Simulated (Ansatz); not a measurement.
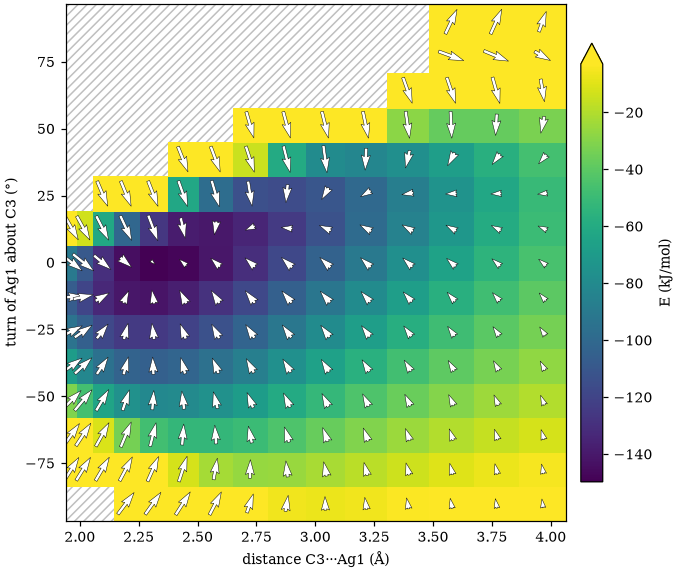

Energy landscape of C2H2Ag, charge +1. The turn is about an axis along (0.95, −0.32, −0.03) in the frame of the relaxed pair, normal to the line between the partners. The first coordinate is: distance C3···Ag1; the second: turn of Ag1 about C3. Grid: 15 × 15 points. At 52 points there is no value (left out of the scan, as a rule where atoms come close). Points are written as (first, second). All energies are given in kJ/mol relative to the ion and the molecule far apart, frozen as in the relaxed pair, each in its own basis (no counterpoise correction). Level of theory: Ansatz, RKS PBE0-D4/def2-SVPD.

Drawn: one coloured cell a grid point, arrows along the force (downhill), their lengths compressed, one colour for all values above the top of the scale, hatched blanks where no value was computed. 

### What does the map say about the system?

The lowest grid point is at (2.311 Å, 0.0°), −150 kJ/mol from the ion and the molecule far apart, frozen as in the relaxed pair, each in its own basis (no counterpoise correction). No other kind of well shows on this grid. The highest grid point, (2.723 Å, 51.4°), lies 547 kJ/mol above the lowest. Round the minimum the two coordinates are nearly uncoupled.

The values on the grid:

| turn of Ag1 about C3 ↓, distance C3···Ag1 → | 1.965 | 2.015 | 2.096 | 2.196 | 2.311 | 2.438 | 2.576 | 2.723 | 2.879 | 3.042 | 3.214 | 3.392 | 3.577 | 3.768 | 3.965 |
| --- | --- | --- | --- | --- | --- | --- | --- | --- | --- | --- | --- | --- | --- | --- | --- |
| 90.0 | – | – | – | – | – | – | – | – | – | – | – | – | 118 | 44 | 14 |
| 77.1 | – | – | – | – | – | – | – | – | – | – | – | – | 212 | 82 | 29 |
| 64.3 | – | – | – | – | – | – | – | – | – | – | – | 177 | 64 | 16 | −2 |
| 51.4 | – | – | – | – | – | – | – | 397 | 188 | 66 | 1 | −28 | −38 | −37 | −33 |
| 38.6 | – | – | – | – | – | 219 | 72 | −15 | −60 | −79 | −82 | −77 | −68 | −57 | −47 |
| 25.7 | – | – | 219 | 94 | 0 | −62 | −98 | −114 | −116 | −110 | −100 | −88 | −75 | −62 | −51 |
| 12.9 | 27 | −13 | −62 | −101 | −126 | −138 | −140 | −135 | −125 | −113 | −99 | −85 | −72 | −60 | −50 |
| 0.0 | −90 | −109 | −130 | −144 | −150 | −148 | −141 | −131 | −118 | −104 | −90 | −77 | −65 | −55 | −46 |
| −12.9 | −107 | −120 | −133 | −141 | −142 | −137 | −129 | −118 | −105 | −92 | −80 | −68 | −57 | −48 | −40 |
| −25.7 | −94 | −105 | −118 | −125 | −126 | −121 | −113 | −103 | −91 | −80 | −68 | −58 | −49 | −41 | −34 |
| −38.6 | −69 | −82 | −95 | −103 | −105 | −102 | −96 | −87 | −77 | −66 | −56 | −47 | −40 | −33 | −27 |
| −51.4 | −32 | −47 | −64 | −76 | −81 | −80 | −76 | −69 | −61 | −52 | −44 | −37 | −30 | −24 | −20 |
| −64.3 | 43 | 18 | −11 | −34 | −47 | −53 | −53 | −50 | −44 | −37 | −31 | −25 | −20 | −16 | −12 |
| −77.1 | 218 | 164 | 100 | 46 | 9 | −13 | −23 | −26 | −26 | −22 | −18 | −14 | −10 | −7 | −5 |
| −90.0 | – | – | – | 196 | 105 | 49 | 16 | 0 | −6 | −7 | −6 | −4 | −2 | 0 | 2 |

The input of one point:

```yaml
crystal:
  periodic: [false, false, false]
  atoms:
    - { symbol: Ag, position_ang: [0.294917, 1.039386, -1.495814] }
    - { symbol: C, position_ang: [0.105146, 0.248564, 0.671623] }
    - { symbol: C, position_ang: [-0.229102, -0.684811, -0.049001] }
    - { symbol: H, position_ang: [0.37032, 0.969658, 1.434879] }
    - { symbol: H, position_ang: [-0.547673, -1.593829, -0.544038] }
total_charge: 1
basis:
  gaussian: { orbitals: def2-SVPD }
hamiltonian:
  xc: pbe0
  dispersion: d4
output:
  forces: true
```

The whole map (173 points run) took 8.1 min on 1 thread of AMD EPYC 7R43 64-Core Processor (Zen 3) (shared host).
